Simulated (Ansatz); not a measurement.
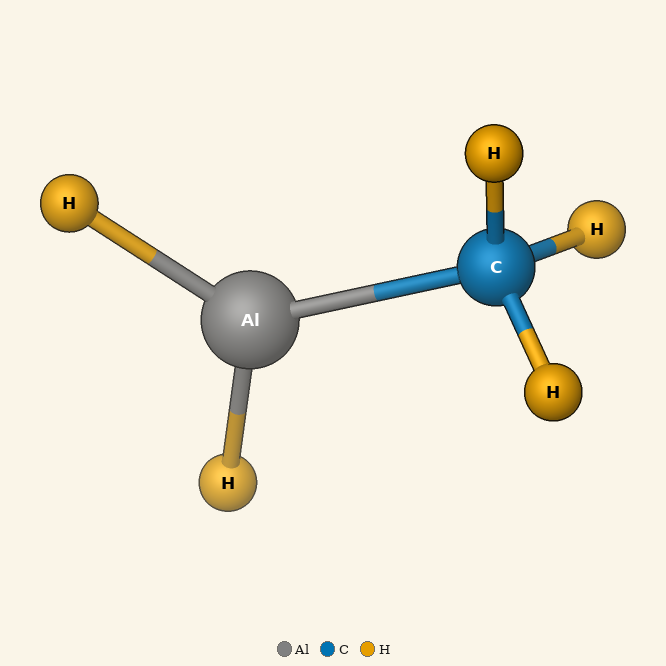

Depth is shown by fading: the farther an atom, the more it takes the colour of the background. Computed geometry: PBE0-D4/def2-TZVP optimisation.

Which symmetry elements does this geometry have?

Answer. It has 1 mirror plane, so the point group is Cs. The group has 2 operations. The geometry is achiral, and symmetry allows a dipole moment.
